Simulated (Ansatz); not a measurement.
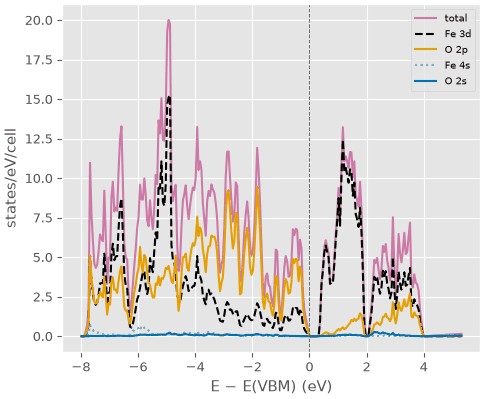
Figure: Total and projected density of states of Fe2O3 (corundum, space group No. 167), r²SCAN (plane waves, PAW; program Ansatz)

### Question
Which orbitals carry the states next to the gap?

### Answer
Top 1 eV of the valence band: O 2p 72 %, Fe 3d 26 %. Bottom 1 eV of the conduction band: Fe 3d 94 %. Projections are on Löwdin-orthogonalised atomic valence shells; empty p or d shells of many metals are not among them.

### Question
Where is the tallest occupied peak in this window, and what makes it?

### Answer
Near -4.9 eV, about 20 states/eV per cell; the largest projected share is Fe 3d.

Space group R-3c (corundum). The r²SCAN relaxation kept the symmetry of its start. The final state is ferromagnetic, chosen from 2 collinear starts compared on coarse meshes (ties went to the first, and starts can fall back to one state), not a proven ground state. Textbook magnetic order: antiferromagnetic. The program gave a warning on the electronic state, which may not be the lowest. No Hubbard U is applied.

Potentials: the later of the program's two PAW sets.
